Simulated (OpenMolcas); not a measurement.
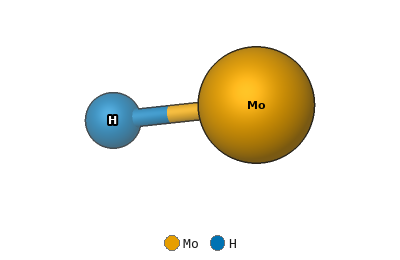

The molecule at the reference distance of 1.721 Å.

## MoH: relativistic diatomic calculation (part 1 of 2)

MoH. Computed at this level: SA-CASSCF(7,7)/XMS-CASPT2 + RASSI spin-orbit (X2C scalar, AMFI), ANO-RCC-VDZP (OpenMolcas).

Output (extracts):
```
++    Wave function specifications:
      Number of closed shell electrons          36
      Number of electrons in active shells       7
      Number of inactive orbitals               18
      Number of active orbitals                  7
      Number of secondary orbitals              23
      Spin quantum number                      2.5
      State symmetry                             1
++    Orbital specifications:
      Symmetry species                           1   2
                                                 a   b
      Frozen orbitals                            0   0
      Inactive orbitals                         10   8
      Active orbitals                            5   2
      RAS2 orbitals                              5   2
      Secondary orbitals                        11  12
      Number of basis functions                 26  22
      printout of CI-coefficients larger than  0.15 for root  1
      energy=   -4046.672619
      conf/sym  11111 22     Coeff  Weight
            25  uuu02 uu   0.49813 0.24814
            28  0uuu2 uu   0.85733 0.73501
      printout of CI-coefficients larger than  0.15 for root  2
      energy=   -4046.607049
      conf/sym  11111 22     Coeff  Weight
            25  uuu02 uu   0.86098 0.74129
            28  0uuu2 uu  -0.49798 0.24798
      Natural orbitals and occupation numbers for root  1
      sym 1:   0.017590   1.000000   1.000000   1.000021   1.982389
      sym 2:   1.000000   1.000000
      Natural orbitals and occupation numbers for root  2
      sym 1:   0.995823   1.000000   1.000000   0.010920   1.993257
      sym 2:   1.000000   1.000000
  Check orbital order or try cleaning orbitals.
      RASSCF energy for state  2                  -4046.60704931
::    RASSCF root number  1 Total energy:  -4046.67261920
::    RASSCF root number  2 Total energy:  -4046.60704931
      Von Neumann Entropy (Root   1) =  2.57270
++    Wave function specifications:
      Number of closed shell electrons           6
      Number of electrons in active shells       7
      Number of inactive orbitals                3
      Number of active orbitals                  7
      Number of secondary orbitals              23
      Spin quantum number                      2.5
      State symmetry                             1
      Number of CSFs                            28
      Number of CASSCF root(s) available         2
      CASPT2 state passed to geometry opt.       2
      A file JOBMIX will be created
      This is a MULTI-STATE CASSCF reference
      Number of CI roots used                    2
      These are:                                 1   2
      Off-diagonal elements of Heff are computed
  FINAL CASPT2 RESULT:
      Reference energy:       -4046.6726191963
      E2 (Non-variational):      -0.2932586352
      Shift correction:          -0.0016476818
      E2 (Variational):          -0.2949063171
      Total energy:           -4046.9675255134
      Reference weight:           0.91456
  FINAL CASPT2 RESULT:
      Reference energy:       -4046.6070493099
      E2 (Non-variational):      -0.2901111444
      Shift correction:          -0.0015880565
      E2 (Variational):          -0.2916992009
      Total energy:           -4046.8987485108
      Reference weight:           0.91728
       Total XMS-CASPT2 energies:
::    XMS-CASPT2 Root  1     Total energy:  -4046.97177916
::    XMS-CASPT2 Root  2     Total energy:  -4046.89449486
++    Wave function specifications:
      Number of closed shell electrons          36
      Number of electrons in active shells       7
      Number of inactive orbitals               18
      Number of active orbitals                  7
      Number of secondary orbitals              23
      Spin quantum number                      1.5
      State symmetry                             1
      printout of CI-coefficients larger than  0.15 for root  1
      energy=   -4046.597166
      conf/sym  11111 22     Coeff  Weight
           158  0uud2 uu   0.62133 0.38605
           168  uuu02 du   0.30445 0.09269
           169  uuu02 ud  -0.23582 0.05561
           183  0uuu2 du   0.52923 0.28009
           184  0uuu2 ud  -0.40994 0.16805
      printout of CI-coefficients larger than  0.15 for root  2
      energy=   -4046.590827
      conf/sym  11111 22     Coeff  Weight
           144  20u02 uu  -0.22410 0.05022
           146  02u02 uu   0.38966 0.15184
           149  0u202 uu  -0.17310 0.02996
           153  u0du2 uu   0.21747 0.04729
           156  uu0d2 uu  -0.22528 0.05075
           157  u0ud2 uu  -0.50712 0.25717
           160  0u022 uu   0.20688 0.04280
           161  00u22 uu   0.46569 0.21687
           182  0uuu2 20   0.18641 0.03475
           185  0uuu2 02  -0.18641 0.03475
      printout of CI-coefficients larger than  0.15 for root  3
      energy=   -4046.590827
      conf/sym  11111 22     Coeff  Weight
           142  2u002 uu  -0.22410 0.05022
           146  02u02 uu  -0.17310 0.02996
           149  0u202 uu  -0.38966 0.15184
           151  ud0u2 uu   0.21747 0.04729
           156  uu0d2 uu  -0.50712 0.25717
           157  u0ud2 uu   0.22528 0.05075
           160  0u022 uu   0.46569 0.21687
           161  00u22 uu  -0.20688 0.04280
           183  0uuu2 du   0.16143 0.02606
           184  0uuu2 ud   0.20841 0.04344
      printout of CI-coefficients larger than  0.15 for root  4
      energy=   -4046.579603
      conf/sym  11111 22     Coeff  Weight
           145  udu02 uu  -0.17105 0.02926
           147  uud02 uu  -0.29626 0.08777
           152  020u2 uu  -0.24232 0.05872
           154  0udu2 uu   0.85179 0.72555
           155  002u2 uu   0.24232 0.05872
      printout of CI-coefficients larger than  0.15 for root  5
      energy=   -4046.579603
      conf/sym  11111 22     Coeff  Weight
           143  u2002 uu  -0.24190 0.05851
           148  u0202 uu   0.24190 0.05851
           152  020u2 uu   0.60231 0.36278
           154  0udu2 uu   0.34269 0.11744
           155  002u2 uu  -0.60231 0.36278
      printout of CI-coefficients larger than  0.15 for root  6
      energy=   -4046.577871
      conf/sym  11111 22     Coeff  Weight
           153  u0du2 uu  -0.15646 0.02448
           157  u0ud2 uu   0.15705 0.02467
           168  uuu02 du  -0.28669 0.08219
           169  uuu02 ud  -0.37012 0.13699
           183  0uuu2 du  -0.48178 0.23211
           184  0uuu2 ud  -0.62198 0.38686
      printout of CI-coefficients larger than  0.15 for root  7
      energy=   -4046.577871
      conf/sym  11111 22     Coeff  Weight
           151  ud0u2 uu   0.15646 0.02448
           156  uu0d2 uu  -0.15705 0.02467
           167  uuu02 20  -0.33104 0.10959
           170  uuu02 02   0.33104 0.10959
           182  0uuu2 20  -0.55631 0.30949
           185  0uuu2 02   0.55631 0.30949
      printout of CI-coefficients larger than  0.15 for root  8
      energy=   -4046.571363
      conf/sym  11111 22     Coeff  Weight
           145  udu02 uu   0.23165 0.05366
           158  0uud2 uu  -0.75223 0.56585
           168  uuu02 du   0.29816 0.08890
           169  uuu02 ud  -0.23096 0.05334
           183  0uuu2 du   0.35230 0.12411
           184  0uuu2 ud  -0.27289 0.07447
      Natural orbitals and occupation numbers for root  1
      sym 1:   0.049170   0.998879   0.998879   0.963429   1.989638
      sym 2:   1.000003   1.000003
      Natural orbitals and occupation numbers for root  2
      sym 1:   0.031766   0.487446   0.999324   1.494727   1.987472
      sym 2:   0.999632   0.999632
      Natural orbitals and occupation numbers for root  3
      sym 1:   0.031766   0.999324   0.487446   1.494727   1.987472
      sym 2:   0.999632   0.999632
      Natural orbitals and occupation numbers for root  4
      sym 1:   0.020874   0.996507   0.996507   1.000020   1.986093
      sym 2:   1.000000   1.000000
      Natural orbitals and occupation numbers for root  5
      sym 1:   0.020874   0.996507   0.996507   1.000020   1.986093
      sym 2:   1.000000   1.000000
      Natural orbitals and occupation numbers for root  6
      sym 1:   0.045922   0.901550   0.997648   1.074550   1.984385
      sym 2:   0.997972   0.997972
      Natural orbitals and occupation numbers for root  7
      sym 1:   0.045922   0.997648   0.901550   1.074550   1.984385
      sym 2:   0.997972   0.997972
      Natural orbitals and occupation numbers for root  8
      sym 1:   0.229273   0.997168   0.997168   0.791300   1.985079
      sym 2:   1.000005   1.000005
      RASSCF energy for state  8                  -4046.57136333
::    RASSCF root number  1 Total energy:  -4046.59716640
::    RASSCF root number  2 Total energy:  -4046.59082654
::    RASSCF root number  3 Total energy:  -4046.59082654
::    RASSCF root number  4 Total energy:  -4046.57960330
::    RASSCF root number  5 Total energy:  -4046.57960330
::    RASSCF root number  6 Total energy:  -4046.57787128
::    RASSCF root number  7 Total energy:  -4046.57787128
::    RASSCF root number  8 Total energy:  -4046.57136333
      Von Neumann Entropy (Root   1) =  2.64699
++    Wave function specifications:
      Number of closed shell electrons           6
      Number of electrons in active shells       7
      Number of inactive orbitals                3
      Number of active orbitals                  7
      Number of secondary orbitals              23
      Spin quantum number                      1.5
      State symmetry                             1
      Number of CSFs                           192
      Number of CASSCF root(s) available         8
      CASPT2 state passed to geometry opt.       8
      A file JOBMIX will be created
      This is a MULTI-STATE CASSCF reference
      Number of CI roots used                    8
      These are:                                 1   2   3   4   5   6   7   8
      Off-diagonal elements of Heff are computed
  FINAL CASPT2 RESULT:
      Reference energy:       -4046.5971664020
      E2 (Non-variational):      -0.3062092107
      Shift correction:          -0.0022345945
      E2 (Variational):          -0.3084438052
      Total energy:           -4046.9056102071
      Reference weight:           0.90719
  FINAL CASPT2 RESULT:
      Reference energy:       -4046.5908265482
      E2 (Non-variational):      -0.3191703894
      Shift correction:          -0.0031561953
      E2 (Variational):          -0.3223265848
      Total energy:           -4046.9131531329
      Reference weight:           0.89473
  FINAL CASPT2 RESULT:
      Reference energy:       -4046.5908265481
      E2 (Non-variational):      -0.3191955479
      Shift correction:          -0.0031594886
      E2 (Variational):          -0.3223550365
      Total energy:           -4046.9131815847
      Reference weight:           0.89468
  FINAL CASPT2 RESULT:
      Reference energy:       -4046.5796033062
      E2 (Non-variational):      -0.3022271245
      Shift correction:          -0.0017067379
      E2 (Variational):          -0.3039338624
      Total energy:           -4046.8835371686
      Reference weight:           0.91197
  FINAL CASPT2 RESULT:
      Reference energy:       -4046.5796033062
      E2 (Non-variational):      -0.3017024508
      Shift correction:          -0.0016990951
      E2 (Variational):          -0.3034015460
      Total energy:           -4046.8830048522
      Reference weight:           0.91232
  FINAL CASPT2 RESULT:
      Reference energy:       -4046.5778712882
      E2 (Non-variational):      -0.3069683932
      Shift correction:          -0.0020020555
      E2 (Variational):          -0.3089704486
      Total energy:           -4046.8868417369
      Reference weight:           0.90813
  FINAL CASPT2 RESULT:
      Reference energy:       -4046.5778712882
      E2 (Non-variational):      -0.3067419622
      Shift correction:          -0.0019979848
      E2 (Variational):          -0.3087399470
      Total energy:           -4046.8866112353
      Reference weight:           0.90827
  FINAL CASPT2 RESULT:
      Reference energy:       -4046.5713633354
      E2 (Non-variational):      -0.3008863232
      Shift correction:          -0.0027955072
      E2 (Variational):          -0.3036818303
      Total energy:           -4046.8750451657
      Reference weight:           0.90538
       Total XMS-CASPT2 energies:
::    XMS-CASPT2 Root  1     Total energy:  -4046.91479255
::    XMS-CASPT2 Root  2     Total energy:  -4046.91475700
::    XMS-CASPT2 Root  3     Total energy:  -4046.90595896
::    XMS-CASPT2 Root  4     Total energy:  -4046.88526752
::    XMS-CASPT2 Root  5     Total energy:  -4046.88497062
::    XMS-CASPT2 Root  6     Total energy:  -4046.88353717
::    XMS-CASPT2 Root  7     Total energy:  -4046.88300485
::    XMS-CASPT2 Root  8     Total energy:  -4046.87469641
++    Wave function specifications:
      Number of closed shell electrons          36
      Number of electrons in active shells       7
      Number of inactive orbitals               18
      Number of active orbitals                  7
      Number of secondary orbitals              23
      Spin quantum number                      1.5
      State symmetry                             2
      printout of CI-coefficients larger than  0.15 for root  1
      energy=   -4046.587908
      conf/sym  11111 22     Coeff  Weight
            69  2uu02 u0  -0.16075 0.02584
            98  02uu2 0u   0.22958 0.05271
           109  0u2u2 u0   0.22958 0.05271
           113  uuud2 u0  -0.36500 0.13322
           114  uuud2 0u   0.20223 0.04090
           125  0uu22 u0  -0.34455 0.11871
           126  0uu22 0u   0.19091 0.03645
           190  uu002 u2   0.15835 0.02507
           191  u0u02 2u   0.15835 0.02507
           193  0uu02 2u  -0.17294 0.02991
           194  0uu02 u2  -0.31212 0.09742
           197  0u0u2 2u  -0.15144 0.02293
           198  0u0u2 u2  -0.29137 0.08490
           199  00uu2 2u  -0.29137 0.08490
           200  00uu2 u2   0.15144 0.02293
      printout of CI-coefficients larger than  0.15 for root  2
      energy=   -4046.587908
      conf/sym  11111 22     Coeff  Weight
            70  2uu02 0u   0.16075 0.02584
            97  02uu2 u0  -0.22958 0.05271
           110  0u2u2 0u   0.22958 0.05271
           113  uuud2 u0   0.20223 0.04090
           114  uuud2 0u   0.36500 0.13322
           125  0uu22 u0   0.19091 0.03645
           126  0uu22 0u   0.34455 0.11871
           189  uu002 2u  -0.15835 0.02507
           192  u0u02 u2   0.15835 0.02507
           193  0uu02 2u  -0.31212 0.09742
           194  0uu02 u2   0.17294 0.02991
           197  0u0u2 2u   0.29137 0.08490
           198  0u0u2 u2  -0.15144 0.02293
           199  00uu2 2u  -0.15144 0.02293
           200  00uu2 u2  -0.29137 0.08490
      printout of CI-coefficients larger than  0.15 for root  3
      energy=   -4046.583275
      conf/sym  11111 22     Coeff  Weight
            74  u2u02 0u   0.19463 0.03788
            77  uu202 u0  -0.19463 0.03788
            98  02uu2 0u   0.37234 0.13864
           109  0u2u2 u0  -0.37234 0.13864
           190  uu002 u2  -0.24072 0.05794
           191  u0u02 2u   0.24072 0.05794
           198  0u0u2 u2   0.50694 0.25699
           199  00uu2 2u  -0.50694 0.25699
      printout of CI-coefficients larger than  0.15 for root  4
      energy=   -4046.583275
      conf/sym  11111 22     Coeff  Weight
            73  u2u02 u0   0.19463 0.03788
            78  uu202 0u   0.19463 0.03788
            97  02uu2 u0   0.37234 0.13864
           110  0u2u2 0u   0.37234 0.13864
           189  uu002 2u  -0.24072 0.05794
           192  u0u02 u2  -0.24072 0.05794
           197  0u0u2 2u   0.50694 0.25699
           200  00uu2 u2   0.50694 0.25699
      printout of CI-coefficients larger than  0.15 for root  5
      energy=   -4046.567203
      conf/sym  11111 22     Coeff  Weight
            69  2uu02 u0   0.21254 0.04517
            70  2uu02 0u   0.21324 0.04547
            93  uduu2 u0   0.21646 0.04686
            94  uduu2 0u   0.21717 0.04716
SPIN-FREE ENERGIES:
  (Shifted by EMIN (a.u.) =      -4046.9717791596)
 SF State       Relative EMIN(au)   Rel lowest level(eV)    D:o, cm**(-1)      Abs_M
     1             0.0000000000        0.0000000000              0.0000         0.0
     3             0.0569866114        1.5506846930          12507.1155         2.0
     4             0.0570221604        1.5516520319          12514.9176         2.0
    11             0.0627880621        1.7085502103          13780.3868         1.0
    12             0.0627880621        1.7085502103          13780.3868         1.0
     5             0.0658202024        1.7910589511          14445.8647         0.0
     2             0.0772842951        2.1030128047          16961.9422         0.0
    13             0.0836016449        2.2749166503          18348.4402         3.0
    14             0.0836016449        2.2749166503          18348.4402         3.0
     6             0.0865116376        2.3541015863          18987.1098         2.0
     7             0.0868085394        2.3621806945          19052.2722         2.0
    15             0.0879156312        2.3923061988          19295.2508         1.0
    16             0.0879156312        2.3923061988          19295.2508         1.0
     8             0.0882419907        2.4011868919          19366.8784         4.0
     9             0.0887743069        2.4156719534          19483.7083         4.0
    10             0.0970827448        2.6417560661          21307.1996         0.0
    17             0.1340889135        3.6487452162          29429.1149         0.0
```

(Continued in part 2.) Outcome of the run: converged; components of a degenerate state are split by 117 cm⁻¹.
